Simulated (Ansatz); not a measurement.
**CH3In (SMILES C[In]) at 3 levels**

We compute a comparison of 3 runs (BLYP/def2-SVP, B3LYP/def2-TZVP, CCSD(T)/def2-SVP) of CH3In. 

Program for the calculation: Ansatz 0.2.0.

8 further runs of the same task are left out: 6 for a known fault of the program, 2 that didn't finish. Runs told in other sessions of the task aren't counted.

## 1. The system as given

The species is CH3In (5 atoms), meant as a singlet with charge 0. SMILES: `C[In]`. Geometry: relaxed at PBE0-D4/def2-TZVP.

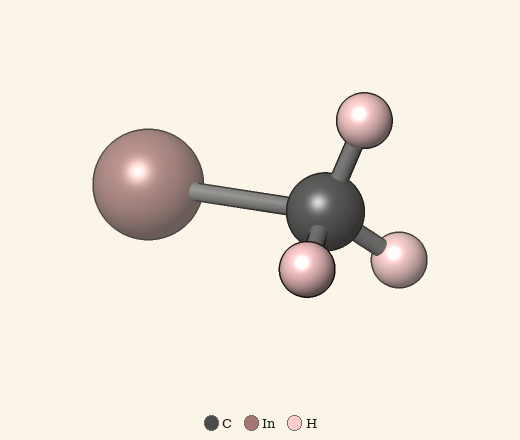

Viewed from a chosen angle; carbon dark grey, indium brown, hydrogen pink.

## 2. Energy and forces at BLYP/def2-SVP (core potential) (run 1)

Contents of in.yaml:

```yaml
crystal:
  periodic: [false, false, false]
  atoms:
    - {symbol: C, position_ang: [-0.182770, 0.073150, -0.070580]}
    - {symbol: In, position_ang: [1.772750, -0.709460, 0.684610]}
    - {symbol: H, position_ang: [-0.972960, -0.040920, 0.680150]}
    - {symbol: H, position_ang: [-0.502560, -0.460530, -0.972760]}
    - {symbol: H, position_ang: [-0.114460, 1.137770, -0.321410]}
basis:
  gaussian: {orbitals: def2-SVP}
hamiltonian: {xc: {name: BLYP}}
accuracy: high
output: {forces: true, orbitals: {seedname: orbitals}}
```

On the command line:

```
$ ansatz run in.yaml --threads 1 --pin off --max-ram 3480MiB --events-out events.jsonl --progress --plain --runs-dir runs
```

Log:

```text
Warning: RAYON_NUM_THREADS=1 ignored (pool sized by the plan → 1); use --threads N
Functional definition: BLYP
  name "BLYP"
  parameter beta = 0.0042
  parameter a = 0.04918
  parameter b = 0.132
  parameter c = 0.2533
  parameter d = 0.349
  exchange = b88_x(beta = beta)
  correlation = lyp_c(a = a, b = b, c = c, d = d)
1344 factors; integrals over basis functions are off by at most 3.5e-9 eV
mean field evaluation 1: about -6246.3622 eV, gradient 6.2e1 eV
mean field evaluation 2: about -6189.7436 eV, gradient 1.1e2 eV
mean field evaluation 4: about -6256.5458 eV, gradient 7.5e0 eV
mean field evaluation 8: about -6256.8151 eV, gradient 1.0e-1 eV
mean field evaluation 16: about -6256.8152 eV, gradient 4.5e-6 eV
mean field -6256.81517049 eV, -229.9337164939 hartree, gradient 4.0e-8 eV, S^2 0.000000; 0 other end points of the search recorded, 0 dependent functions left out
the calculation of the forces begins
reference -6256.81521529 eV, -229.9337181402 hartree; 15, 15 occupied and 40, 40 virtual orbitals, 1344 factors
Total energy: -6256.81521529 eV, -229.9337181402 hartree
Atom 0 at    -0.182770     0.073150    -0.070580 Å, force     0.030621    -0.012408     0.011864 eV/Å
Atom 1 at     1.772750    -0.709460     0.684610 Å, force     0.522203    -0.208986     0.201666 eV/Å
Atom 2 at    -0.972960    -0.040920     0.680150 Å, force    -0.405290    -0.052498     0.370302 eV/Å
Atom 3 at    -0.502560    -0.460530    -0.972760 Å, force    -0.170593    -0.261856    -0.454389 eV/Å
Atom 4 at    -0.114460     1.137770    -0.321410 Å, force     0.023060     0.535748    -0.129444 eV/Å
Dipole moment:    -0.011282     0.004516    -0.004357 e Å
```

Run time: 3.6 s. Hardware: 1 thread of Arm Neoverse V2, shared host.

## 3. Energy and forces at B3LYP/def2-TZVP (core potential) (run 2)

Contents of run.yaml:

```yaml
crystal:
  periodic: [false, false, false]
  atoms:
    - {symbol: C, position_ang: [-0.182770, 0.073150, -0.070580]}
    - {symbol: In, position_ang: [1.772750, -0.709460, 0.684610]}
    - {symbol: H, position_ang: [-0.972960, -0.040920, 0.680150]}
    - {symbol: H, position_ang: [-0.502560, -0.460530, -0.972760]}
    - {symbol: H, position_ang: [-0.114460, 1.137770, -0.321410]}
basis:
  gaussian:
    orbitals: def2-TZVP
hamiltonian:
  xc: {name: B3LYP}
accuracy: high
output: {forces: true, orbitals: {seedname: orbitals}}
```

On the command line:

```
$ ansatz run run.yaml --threads 1 --pin off --max-ram 3480MiB --events-out events.jsonl --progress --plain --runs-dir runs
```

Log:

```text
Warning: RAYON_NUM_THREADS=1 ignored (pool sized by the plan → 1); use --threads N
Functional definition: B3LYP
  name "B3LYP"
  parameter a0 = 0.2
  parameter ax = 0.72
  parameter ac = 0.81
  exchange = (1 - a0 - ax)*slater_x + ax*b88_x + a0*exact_x
  correlation = (1 - ac)*vwn_rpa_c + ac*lyp_c
1871 factors; integrals over basis functions are off by at most 3.4e-9 eV
mean field evaluation 1: about -6252.5294 eV, gradient 6.3e1 eV
mean field evaluation 2: about -6230.5229 eV, gradient 9.6e1 eV
mean field evaluation 4: about -6262.0927 eV, gradient 4.6e0 eV
mean field evaluation 8: about -6262.1224 eV, gradient 1.4e-1 eV
mean field evaluation 16: about -6262.1224 eV, gradient 8.4e-6 eV
mean field -6262.12241011 eV, -230.1287539524 hartree, gradient 1.4e-8 eV, S^2 0.000000; 0 other end points of the search recorded, 0 dependent functions left out
the calculation of the forces begins
reference -6262.12244596 eV, -230.1287552700 hartree; 15, 15 occupied and 84, 84 virtual orbitals, 1871 factors
Total energy: -6262.12244596 eV, -230.1287552700 hartree
Atom 0 at    -0.182770     0.073150    -0.070580 Å, force    -0.222015     0.088707    -0.085702 eV/Å
Atom 1 at     1.772750    -0.709460     0.684610 Å, force     0.216621    -0.086691     0.083655 eV/Å
Atom 2 at    -0.972960    -0.040920     0.680150 Å, force     0.011030     0.004556    -0.017759 eV/Å
Atom 3 at    -0.502560    -0.460530    -0.972760 Å, force     0.001221     0.013306     0.016711 eV/Å
Atom 4 at    -0.114460     1.137770    -0.321410 Å, force    -0.006857    -0.019878     0.003095 eV/Å
Dipole moment:     0.059747    -0.023910     0.023073 e Å
```

Run time: 8.1 s. Hardware: 1 thread of Arm Neoverse V2, shared host; peak memory 0.27 GiB.

## 4. Energy and forces at CCSD(T)/def2-SVP (core potential) (run 3)

Contents of run.yaml:

```yaml
crystal:
  periodic: [false, false, false]
  atoms:
    - symbol: C
      position_ang: [-0.182770, 0.073150, -0.070580]
    - symbol: In
      position_ang: [1.772750, -0.709460, 0.684610]
    - symbol: H
      position_ang: [-0.972960, -0.040920, 0.680150]
    - symbol: H
      position_ang: [-0.502560, -0.460530, -0.972760]
    - symbol: H
      position_ang: [-0.114460, 1.137770, -0.321410]
basis:
  gaussian:
    orbitals: def2-SVP
total_charge: 0
correlation:
  method: ccsd_t
  frozen_orbitals: {C: 1, H: 0, In: 4}
accuracy: high
scf:
  omitted_lower_state_checks: [cluster_reference, increment]
output:
  forces: true
  orbitals: {seedname: orbitals}
```

On the command line:

```
$ ansatz run run.yaml --threads 1 --pin off --max-ram 3480MiB --events-out events.jsonl --progress --plain --runs-dir runs
```

Log:

```text
Warning: RAYON_NUM_THREADS=1 ignored (pool sized by the plan → 1); use --threads N
Functional definition: HF
  name "HF"
  exchange = exact_x
  correlation = 0
these checks for a lower state are left out or cut short: cluster_reference, increment
1344 factors; integrals over basis functions are off by at most 3.5e-9 eV
mean field evaluation 1: about -6223.1969 eV, gradient 2.7e1 eV
mean field evaluation 2: about -6223.2036 eV, gradient 2.7e1 eV
mean field evaluation 4: about -6225.4538 eV, gradient 2.0e0 eV
mean field evaluation 8: about -6225.4848 eV, gradient 1.1e-4 eV
mean field -6225.48480184 eV, -228.7823466825 hartree, gradient 1.9e-8 eV, S^2 0.000000; 0 other end points of the search recorded, 0 dependent functions left out
5 core orbitals not correlated: weight in the atoms' cores, before any rotation towards them, 1.000 or more for the frozen orbitals, at most 0.000 for the correlated occupied ones
reference -6225.48480184 eV, -228.7823466825 hartree; 10, 10 occupied and 40, 40 virtual orbitals, 1344 factors
second order -5.93067455 eV of doubles, -0.00000000 eV of singles
cycle   1  -6.45705714 eV  change   -5.3e-1 eV  update   7.4e-2
cycle   2  -6.71796268 eV  change   -2.6e-1 eV  update   2.7e-2
cycle   3  -6.75124087 eV  change   -3.3e-2 eV  update   8.9e-3
cycle   4  -6.74945752 eV  change    1.8e-3 eV  update   2.2e-3
cycle   5  -6.74917878 eV  change    2.8e-4 eV  update   5.3e-4
cycle   6  -6.74904497 eV  change    1.3e-4 eV  update   1.7e-4
cycle   7  -6.74901132 eV  change    3.4e-5 eV  update   4.8e-5
cycle   8  -6.74901998 eV  change   -8.7e-6 eV  update   1.7e-5
cycle   9  -6.74902276 eV  change   -2.8e-6 eV  update   5.5e-6
cycle  10  -6.74902305 eV  change   -2.9e-7 eV  update   1.6e-6
cycle  11  -6.74902331 eV  change   -2.6e-7 eV  update   4.2e-7
cycle  12  -6.74902326 eV  change    4.1e-8 eV  update   1.3e-7
cycle  13  -6.74902340 eV  change   -1.3e-7 eV  update   4.7e-8
cycle  14  -6.74902345 eV  change   -5.0e-8 eV  update   2.6e-8
cycle  15  -6.74902387 eV  change   -4.2e-7 eV  update   1.4e-7
cycle  16  -6.74902397 eV  change   -9.9e-8 eV  update   5.8e-8
cycle  17  -6.74902400 eV  change   -3.1e-8 eV  update   1.8e-8
cycle  18  -6.74902400 eV  change    2.1e-9 eV  update   4.6e-9
cycle  19  -6.74902399 eV  change    1.9e-9 eV  update   1.4e-9
cycle  20  -6.74902399 eV  change   6.3e-10 eV  update  6.5e-10
perturbative correction -0.20547024 eV, -0.0075508919 hartree
the calculation of the forces begins
mean field evaluation 16: about -6225.4848 eV, gradient 1.9e-8 eV
Total energy: -6232.43929607 eV, -229.0379196315 hartree
Atom 0 at    -0.182770     0.073150    -0.070580 Å, force     0.133687    -0.053664     0.051669 eV/Å
Atom 1 at     1.772750    -0.709460     0.684610 Å, force     0.246486    -0.098643     0.095188 eV/Å
Atom 2 at    -0.972960    -0.040920     0.680150 Å, force    -0.270383    -0.031342     0.238007 eV/Å
Atom 3 at    -0.502560    -0.460530    -0.972760 Å, force    -0.117834    -0.167422    -0.298030 eV/Å
Atom 4 at    -0.114460     1.137770    -0.321410 Å, force     0.008045     0.351070    -0.086834 eV/Å
Dipole moment:    -0.027996     0.011205    -0.010812 e Å
Checks for a lower state left out: cluster_reference, increment
```

It took 11 s on 1 thread of Arm Neoverse V2, shared host; peak memory 0.27 GiB.

## 5. Overview of the runs

```
run                              level  core potential  frozen core orbitals  energy (Eh)  dipole moment (D)  HOMO energy (eV)  LUMO energy (eV)  wall time
  1     BLYP/def2-SVP (core potential)        def2-SVP                     –  -229.933718               0.06             -4.24             -2.01      3.6 s
  2   B3LYP/def2-TZVP (core potential)       def2-TZVP                     –  -230.128755               0.33             -5.24             -1.70      8.1 s
  3  CCSD(T)/def2-SVP (core potential)        def2-SVP                     5  -229.037920               0.15             -7.28              0.95       11 s
```

## 6. Summary of results

| quantity | value |
| --- | --- |
| run 3: total energy | -229.03792 Eh |
| run 3: dipole moment (correlated density) | 0.15 D |
| run 3: HOMO energy (Hartree–Fock orbitals) | -7.28 eV |
| run 3: LUMO energy (Hartree–Fock orbitals) | 0.95 eV |
| run 3: HOMO–LUMO gap (Hartree–Fock orbitals) | 8.24 eV |
| run 3: correlation energy (5 core orbitals frozen) | -255.6 mEh |
| run 3: (T) correction | -7.55 mEh |
| run 3: T1 diagnostic | 0.009 |
| run 3: largest force on an atom | 0.362 eV/Å |

**Reading.** The dipole moment (its size) runs from 0.06 D (BLYP/def2-SVP) to 0.33 D (B3LYP/def2-TZVP). The two ends differ in method and basis. The two dipoles point in opposite directions. Totals of different functionals can't be ranked against each other. All runs together took 23 s, the longest 11 s.
